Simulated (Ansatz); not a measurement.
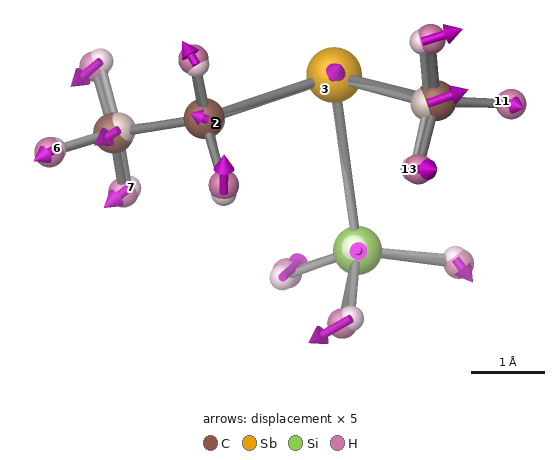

A relaxation of C3H11SbSi (coarse preliminary run). The starting structure is drawn faded, the final one solid; purple arrows show the displacements, 5 times their true length. The two geometries are superimposed by the best rigid fit.

The picture is a ball-and-stick view, seen from a free direction.

The start comes from a force field.

Theory: Ansatz 0.2.0, RKS PBE-D4/def2-SVP. Set-up: force threshold 0.03 eV/Å; at most 200 steps.

> Atoms of which element are displaced furthest, and by how much?

Hydrogen: up to 0.17 Å, against 0.12 Å for carbon.

> Describe the change and its energy.

The largest move after the best rigid fit is that of an H atom, 0.17 Å. By element the largest moves are H 0.17 Å, C 0.12 Å, Sb 0.08 Å, Si 0.06 Å. Some distances before and after: C–H 1.008 → 1.107 Å, Sb–Si 2.517 → 2.599 Å, C–H 1.185 → 1.106 Å, H–Si 1.457 → 1.511 Å. Among the angles between lasting bonds that change: H–C–H 115.8° → 109.5°, C–Sb–C 89.0° → 94.0°, Sb–C–H 105.2° → 109.6°. After 7 geometry steps the energy has fallen by 12.1 kcal/mol. Largest force component: 5.5 eV/Å at the start, 0.027 eV/Å at the end.
